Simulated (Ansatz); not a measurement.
## A ladder of methods for BSiH2Cl (SMILES B[Si]Cl)

BSiH2Cl: 5 atoms, total charge 0, spin state triplet. SMILES: `B[Si]Cl`. The shape is that of a GFN2-xTB optimisation.

```xyz
5

B    -0.6741    0.3680   -0.3025
Si    0.3346   -1.0819    0.3575
Cl    2.3114   -0.9303    0.9615
H    -0.1845    1.4312   -0.3874
H    -1.7874    0.2130   -0.6291
```

Each level gives the energy change with the B1–Si2 bond stretched from 1.886 to 3.771 Å (eV). The values are calculated.

```
           level                    kind  program  value (eV)  CPU time (all runs)
      UHF/STO-3G            Hartree–Fock   Ansatz        2.78               0.57 s
 U-revPBE/STO-3G                     GGA   Ansatz        3.84                5.7 s
    UBLYP/STO-3G                     GGA   Ansatz        3.68                5.9 s
 U-r2SCAN/STO-3G                meta-GGA   Ansatz        3.92                 17 s
U-r2SCAN0/STO-3G         hybrid meta-GGA   Ansatz        3.77                 16 s
  U-wB97X/STO-3G  range-separated hybrid   Ansatz        3.73                 40 s
  UB2PLYP/STO-3G           double hybrid   Ansatz        3.42                7.3 s
  RPA@PBE/STO-3G                     RPA   Ansatz        3.19                6.9 s
     UMP2/STO-3G     perturbation theory   Ansatz        3.13                0.6 s
 UBCCD(T)/STO-3G   coupled cluster or CI   Ansatz        3.21                1.2 s
```

The first shape isn't each level's own minimum. The values span 2.78 to 3.92 eV. All rows use very small basis sets, so none should be taken for the real molecule's value. In so small a basis fixed costs decide the times, and correlated methods can beat functionals. CPU times are rough (shared hosts, several kinds of processor and program).

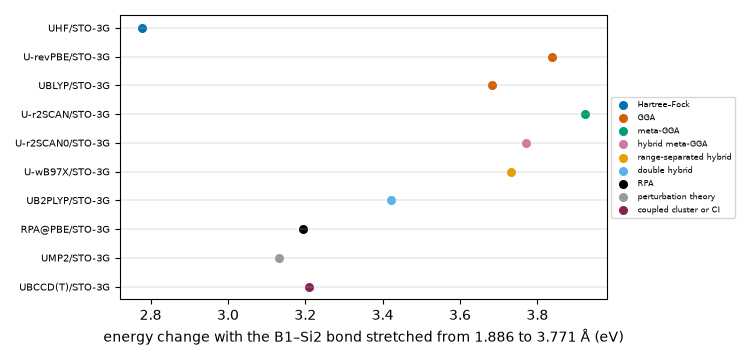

The values of the table, level by level.
